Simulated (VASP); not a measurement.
Band structure of WO₃ (space group P6/mmm). Calculation: LDA (Ceperley-Alder, Perdew-Zunger), VASP's LDA PAW potentials (set 64) (plane waves; VASP).

Unless said otherwise, spin-orbit coupling is left out, though it shifts the bands of the heavy elements here.

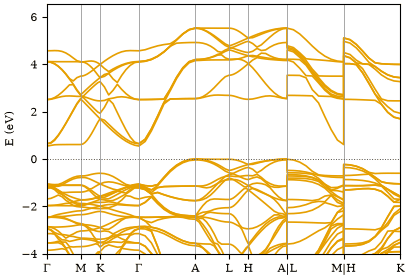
Bands along high-symmetry lines, zero at the valence-band maximum or, without a gap, the Fermi level

Task: Read the plot: is there a gap, and where are the band edges?

Result: The gap is indirect, 0.54 eV, from the valence maximum at A to the conduction minimum at Γ. (Edges off the drawn lines would not show.)

The structure comes from a computed database's WO3 entry (P6/mmm); how it stands against other phases isn't given here. It was relaxed first.
